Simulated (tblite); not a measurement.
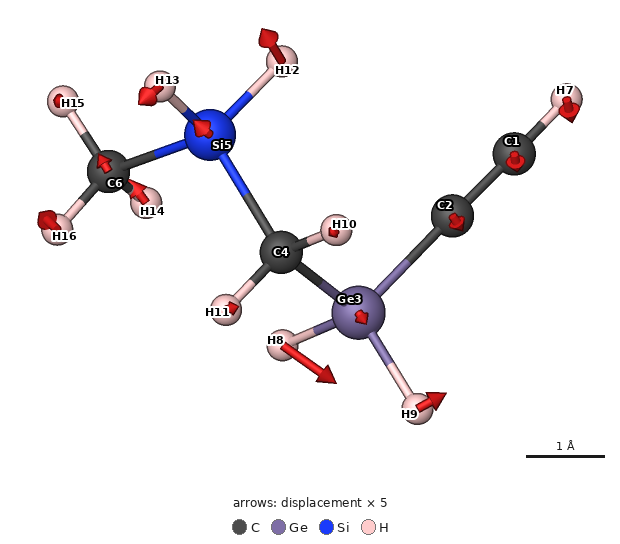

A relaxation of C4H10GeSi. The starting structure is drawn; red arrows show the displacements, 5 times their true length. The two geometries are superimposed by the best rigid fit.

Style: ball-and-stick. Shown at a tilt.

The calculation used GFN2-xTB geometry optimisation, gas phase in tblite. 

> Describe the change and its energy.

H8 moves most after the best rigid fit: 0.17 Å. By element the largest moves are H 0.17 Å, Si 0.07 Å, C 0.07 Å, Ge 0.04 Å. Near-neighbour distances that change, for instance: Ge3–H8 1.553 → 1.505 Å, Ge3–H9 1.548 → 1.510 Å, C4–Si5 1.865 → 1.903 Å, C4–H10 1.123 → 1.090 Å. Among the angles between lasting bonds that change: C4–Ge3–H8 109.2° → 113.2°, C2–Ge3–H9 109.8° → 106.5°, Ge3–C4–Si5 111.1° → 113.9°. The energy falls by 15.9 kJ/mol in 61 geometry steps.
